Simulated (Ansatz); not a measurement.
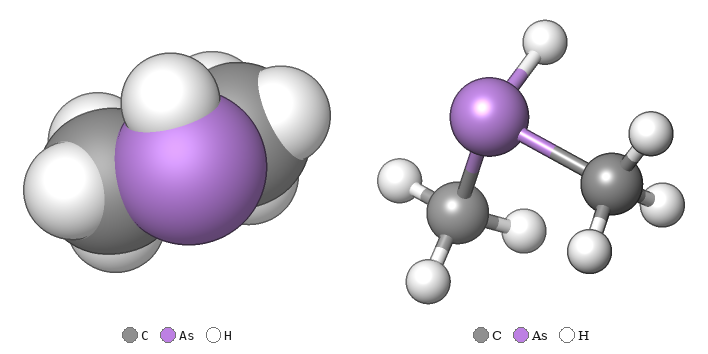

Two views of one molecule.

The computed structure is the end point of a PBE0-D4/def2-TZVP optimisation.

> What is the molecular formula?

C₂H₇As, 10 atoms: 2 carbon, 7 hydrogen and 1 arsenic.

> What is the point group of this geometry?

Cs.

> Give a SMILES string for it.

C[AsH]C

> How many bonds of each kind are drawn?

6 C–H, 2 C–As, 1 As–H.

More results for the same structure follow; atom numbers are the same in all pictures, views and colours differ.

### Shape

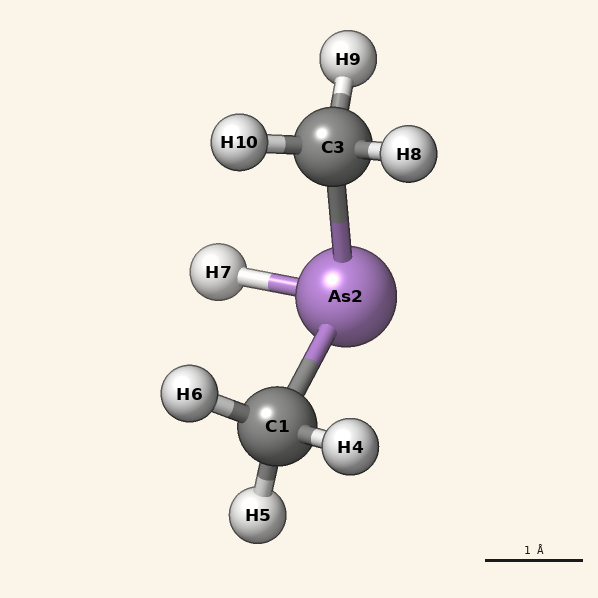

Numbered structure.

Give the bond lengths.

| bond | length (Å) | order |
| --- | --- | --- |
| C1–As2 | 1.968 | single |
| C1–H4 | 1.091 | single |
| C1–H5 | 1.090 | single |
| C1–H6 | 1.090 | single |
| As2–C3 | 1.968 | single |
| As2–H7 | 1.527 | single |
| C3–H8 | 1.091 | single |
| C3–H9 | 1.090 | single |
| C3–H10 | 1.090 | single |

### Levels of theory compared

Program: Ansatz 0.2.0.

Tabulate HOMO energy (eV), dipole (D) at these levels: B3LYP-D4/def2-TZVPP; PBE-D4/def2-TZVPP; r2SCAN-D4/def2-TZVPP; ωB97M-V/def2-TZVPP.

```tsv
level	HOMO energy (eV)	dipole (D)
B3LYP-D4/def2-TZVPP	−6.59	0.96
PBE-D4/def2-TZVPP	−5.68	1.00
r2SCAN-D4/def2-TZVPP	−5.92	1.09
ωB97M-V/def2-TZVPP	−8.94	0.96
```

### Thermal motion

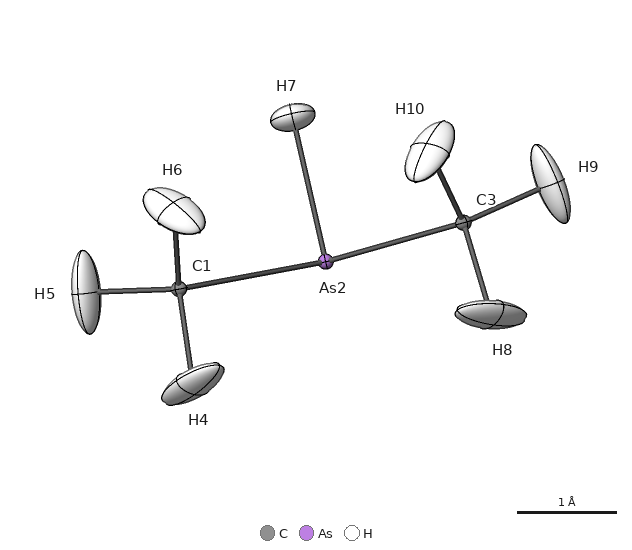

Displacement ellipsoids at the 50 % level, from the internal vibrations of the free molecule (harmonic, no overall translation or rotation; no half-axis is drawn under 0.075 Å). Vibrations computed with RKS PBE0-D4/def2-TZVP (Ansatz 0.2.0). Temperature: 200 K.

> Which atom has the largest mean-square displacement?

H4, H8, with U_eq = 0.0356 Å².

> Does H8 move more along its bond or across it?

Across it: the root-mean-square amplitude is 0.077 Å along the bond and up to 0.287 Å across, since bending and torsion are softer than stretching.

List U_eq and the three principal root-mean-square amplitudes for each kind of atom.

```tsv
atom	U_eq (Å²)	rms amplitudes (Å)
C1, C3	0.0020	0.029, 0.042, 0.057
As2	0.00014	0.008, 0.009, 0.017
H4, H8	0.0356	0.077, 0.136, 0.287
H5, H9	0.0348	0.088, 0.146, 0.274
H6, H10	0.0320	0.080, 0.142, 0.263
H7	0.0172	0.087, 0.147, 0.149
```

### Charges

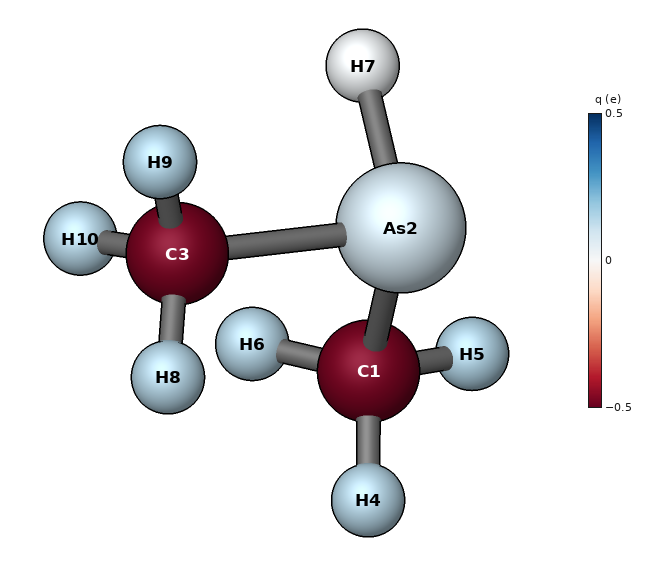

Atoms are coloured by their Mulliken charges. Level of theory: RKS PBE0-D4/def2-TZVP (Ansatz 0.2.0).

List the Mulliken charges.

| atom | value (e) |
| --- | --- |
| C1 | −0.48 |
| As2 | 0.09 |
| C3 | −0.48 |
| H4 | 0.14 |
| H5 | 0.15 |
| H6 | 0.14 |
| H7 | 0.02 |
| H8 | 0.14 |
| H9 | 0.15 |
| H10 | 0.14 |

Mulliken values depend strongly on the basis set and can even reverse the polarity of a bond.
